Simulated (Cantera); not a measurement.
A closed system holds: 1 mol CCl4, a varied amount of H2, equilibrated at 1773 K and 0.100 bar.

Cantera equilibrium calculation (NASA polynomials, part measured and part estimated; ideal gas, pure solids and liquids). Candidate condensed phases: C, C6H6, C7H8, C8H18; 91 gas species. Kinetics and transport are ignored.

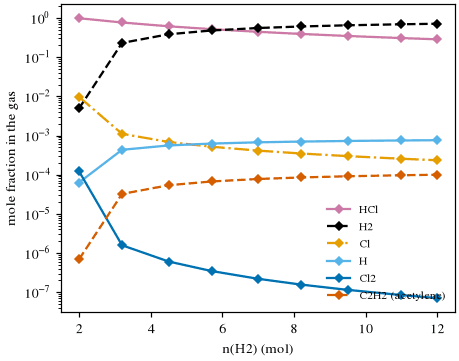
Equilibrium gas composition (values under 1e-9 drawn at 1e-9)

From 2 mol H2 to 12 mol H2 the condensed part is C(graphite). The main C-bearing gas is C2H2 (acetylene) throughout.
